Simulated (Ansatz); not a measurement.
# One shape, several levels: SiH2F2 (SiF2H2)

We compute a comparison of 6 runs (UHF/STO-3G, B3LYP/STO-3G, BHLYP/STO-3G, r2SCAN/STO-3G, revPBE/STO-3G, CCSDT/STO-3G) of SiH2F2 (SiF2H2). 

The calculation is run with Ansatz 0.2.0.

54 further runs of the same task are left out: 4 that didn't finish, 50 set aside as unsound or not needed.

**1. The molecule**

SiH2F2 has 5 atoms, charge 0, and is taken as a singlet. SMILES: `[H][Si]([H])(F)F`. The F2–Si1 distance was set to 3.188 Å, away from the relaxed value. At this shape a bond of the SMILES string is far longer than usual.

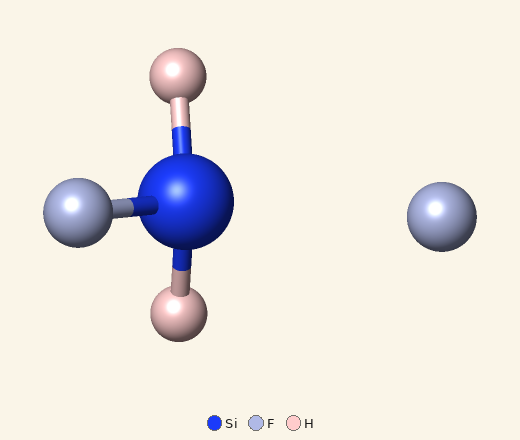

Viewed from a chosen angle; silicon blue, fluorine light blue, hydrogen pink.

**2. The energy at UHF/STO-3G (run 1)**

File job.yaml:

```yaml
crystal:
  periodic: [false, false, false]
  atoms:
    - {symbol: Si, position_ang: [-0.191962, 0.019960, -1.655108]}
    - {symbol: F, position_ang: [0.009240, -0.018840, 1.526500]}
    - {symbol: F, position_ang: [1.335418, 0.030030, -2.110558]}
    - {symbol: H, position_ang: [-0.780742, 1.277200, -2.046358]}
    - {symbol: H, position_ang: [-0.774342, -1.230750, -2.077738]}
basis:
  gaussian:
    orbitals: STO-3G
accuracy: high
magnetization:
  spin_polarized: true
  initial_magnetization: 0
hamiltonian:
  xc: hf
```

Run with:

```console
$ ansatz run job.yaml --threads 1 --pin off --max-ram 2610MiB --events-out events.jsonl --progress --plain --runs-dir runs
```

The log of the run:

```text
Warning: RAYON_NUM_THREADS=1 ignored (pool sized by the plan → 1); use --threads N
Functional definition: HF
  name "HF"
  exchange = exact_x
  correlation = 0
352 factors; integrals over basis functions are off by at most 3.3e-8 eV
mean field evaluation 1: about -13123.4624 eV, gradient 1.5e1 eV
mean field evaluation 2: about -13123.4777 eV, gradient 1.5e1 eV
mean field evaluation 4: about -13126.8355 eV, gradient 8.6e0 eV
mean field evaluation 8: about -13129.7814 eV, gradient 4.5e0 eV
mean field evaluation 16: about -13132.6875 eV, gradient 8.5e0 eV
mean field evaluation 32: about -13131.4141 eV, gradient 1.1e1 eV
mean field evaluation 64: about -13135.8683 eV, gradient 2.2e-2 eV
mean field evaluation 96: about -13135.8573 eV, gradient 4.1e-2 eV
mean field evaluation 128: about -13130.4621 eV, gradient 6.1e0 eV
mean field evaluation 160: about -13135.8787 eV, gradient 7.5e-3 eV
mean field evaluation 192: about -13130.1101 eV, gradient 9.9e-8 eV
mean field -13135.87872613 eV, -482.7346393669 hartree, gradient 9.5e-8 eV, S^2 0.994426; 5 other end points of the search recorded, 0 dependent functions left out
reference -13135.87872613 eV, -482.7346393669 hartree; 17, 17 occupied and 4, 4 virtual orbitals, 352 factors
Total energy: -13135.87872613 eV, -482.7346393669 hartree
```

It took 0.42 s on 1 thread of Arm Neoverse V1, shared host.

**3. A single-point energy at B3LYP/STO-3G (run 2)**

File in.yaml:

```yaml
crystal:
  periodic: [false, false, false]
  atoms:
    - {symbol: Si, position_ang: [-0.191962, 0.019960, -1.655108]}
    - {symbol: F, position_ang: [0.009240, -0.018840, 1.526500]}
    - {symbol: F, position_ang: [1.335418, 0.030030, -2.110558]}
    - {symbol: H, position_ang: [-0.780742, 1.277200, -2.046358]}
    - {symbol: H, position_ang: [-0.774342, -1.230750, -2.077738]}
basis:
  gaussian:
    orbitals: STO-3G
hamiltonian:
  xc: {name: B3LYP}
accuracy: high
```

Run with:

```console
$ ansatz run in.yaml --threads 1 --pin off --max-ram 2610MiB --events-out events.jsonl --progress --plain --runs-dir runs
```

The log of the run:

```text
Warning: RAYON_NUM_THREADS=1 ignored (pool sized by the plan → 1); use --threads N
Functional definition: B3LYP
  name "B3LYP"
  parameter a0 = 0.2
  parameter ax = 0.72
  parameter ac = 0.81
  exchange = (1 - a0 - ax)*slater_x + ax*b88_x + a0*exact_x
  correlation = (1 - ac)*vwn_rpa_c + ac*lyp_c
352 factors; integrals over basis functions are off by at most 3.3e-8 eV
mean field evaluation 1: about -13157.1134 eV, gradient 2.3e1 eV
mean field evaluation 2: about -12793.4913 eV, gradient 2.9e1 eV
mean field evaluation 4: about -13155.7619 eV, gradient 2.7e1 eV
mean field evaluation 8: about -13167.0077 eV, gradient 1.8e-1 eV
mean field evaluation 16: about -13166.1079 eV, gradient 9.1e0 eV
mean field -13167.00806781 eV, -483.8786215733 hartree, gradient 1.0e-8 eV, S^2 0.000000; 2 other end points of the search recorded, 0 dependent functions left out
reference -13167.00809144 eV, -483.8786224416 hartree; 17, 17 occupied and 4, 4 virtual orbitals, 352 factors
Total energy: -13167.00809144 eV, -483.8786224416 hartree
```

Wall time 1.4 s (1 thread of Arm Neoverse V1, shared host); peak memory 0.097 GiB.

Runs 3 to 5 aren't shown in full; the table further down has their settings and results.

**4. The energy at CCSDT/STO-3G (run 6)**

File run.yaml:

```yaml
crystal:
  periodic: [false, false, false]
  atoms:
    - symbol: Si
      position_ang: [-0.191962, 0.019960, -1.655108]
    - symbol: F
      position_ang: [0.009240, -0.018840, 1.526500]
    - symbol: F
      position_ang: [1.335418, 0.030030, -2.110558]
    - symbol: H
      position_ang: [-0.780742, 1.277200, -2.046358]
    - symbol: H
      position_ang: [-0.774342, -1.230750, -2.077738]
basis:
  gaussian:
    orbitals: STO-3G
correlation:
  method: ccsdt
  frozen_orbitals: {F: 1, H: 0, Si: 5}
accuracy: high
scf:
  omitted_lower_state_checks: [cluster_reference, increment]
```

Run with:

```console
$ ansatz run run.yaml --threads 1 --pin off --max-ram 2610MiB --events-out events.jsonl --progress --plain --runs-dir runs
```

The log of the run:

```text
Warning: RAYON_NUM_THREADS=1 ignored (pool sized by the plan → 1); use --threads N
[... 13 lines left out ...]
7 core orbitals not correlated: weight in the atoms' cores, before any rotation towards them, 1.000 or more for the frozen orbitals, at most 0.000 for the correlated occupied ones
[... 54 lines left out ...]
WARN: these amplitudes may be one of several solutions (largest doubles amplitude 0.88, level shift 14.04 eV)
Total energy: -13137.70352444 eV, -482.8016994680 hartree
Checks for a lower state left out: cluster_reference, increment
```

It took 0.6 s on 1 thread of Arm Neoverse V1, shared host.

**5. The series**

| run | level | frozen core orbitals | energy (Eh) | wall time |
| --- | --- | --- | --- | --- |
| 1 | UHF/STO-3G | – | -482.734639 | 0.42 s |
| 2 | B3LYP/STO-3G | – | -483.878622 | 1.4 s |
| 3 | BHLYP/STO-3G | – | -483.804180 | 1.5 s |
| 4 | r2SCAN/STO-3G | – | -483.832121 | 3.9 s |
| 5 | revPBE/STO-3G | – | -483.798983 | 1.4 s |
| 6 | CCSDT/STO-3G | 7 | -482.801699 | 0.6 s |

**6. Results**

| quantity | value |
| --- | --- |
| run 6: total energy | -482.80170 Eh |
| run 6: correlation energy (7 core orbitals frozen) | -279.1 mEh |
| run 6: T1 diagnostic | 0.049 |

Totals of different functionals can't be ranked against each other. In run 6 the log says that unrestricted orbitals would lower the reference, so the values rest on an unstable closed-shell determinant (other closed-shell runs at this shape may share the fault). In runs 1, 2, 3, 4, 5, 6 the basis is minimal, so the values are rough. In runs 2, 3, 4, 5 a closed-shell determinant meets a far-stretched bond, which it describes badly. Spin contamination of the reference: run 1 ⟨S²⟩ = 0.99. Where it is this large, the reference is a mixture of spin states, and values that rest on it are in doubt. All runs together took 9.1 s, the longest 3.9 s.
